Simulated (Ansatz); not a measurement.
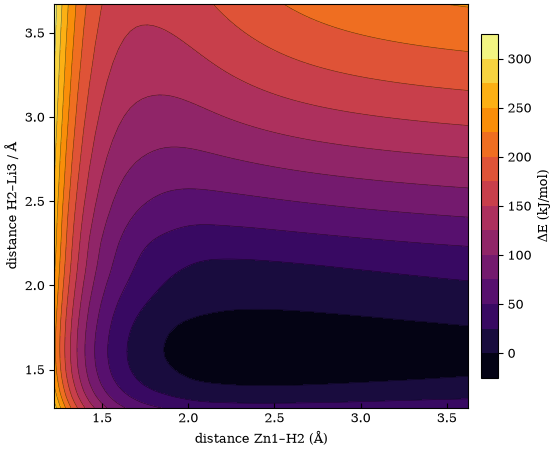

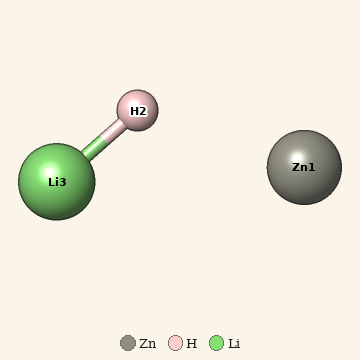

Energy landscape of the system Zn + HLi. 
- Coordinates scanned: (1) distance Zn1–H2; (2) distance H2–Li3.
- Nothing is relaxed (the angle Zn1–H2–Li3 is fixed at 120 degrees).
- The grid has 17 × 17 points.
- Energies: kJ/mol, counted from Zn far from the relaxed HLi (each part in its own basis).
- The reference is spin-restricted, so regions where a bond is pulled apart into radicals lie too high.
- Theory: RKS PBE0-D4/def2-TZVPD (Ansatz 0.2.0).

Drawn: filled contours. Between grid points the surface is interpolated. The second picture is the structure at the lowest point.

Describe this landscape.

Answer. The lowest grid point is at distance Zn1–H2 = 2.527 Å, distance H2–Li3 = 1.544 Å, −13 kJ/mol from Zn far from the relaxed HLi (each part in its own basis). No other kind of well shows on this grid. The highest grid point, distance Zn1–H2 = 1.224 Å, distance H2–Li3 = 3.672 Å, lies 325 kJ/mol above the lowest.

Each point was launched as `ansatz run input.yaml --threads 1 --pin off --max-ram 2560MiB --backend cpu --events-out ev --progress --plain --runs-dir out`. The whole map (289 points run) took 11 min on 1 thread of Arm Neoverse V2, with other jobs on the host.
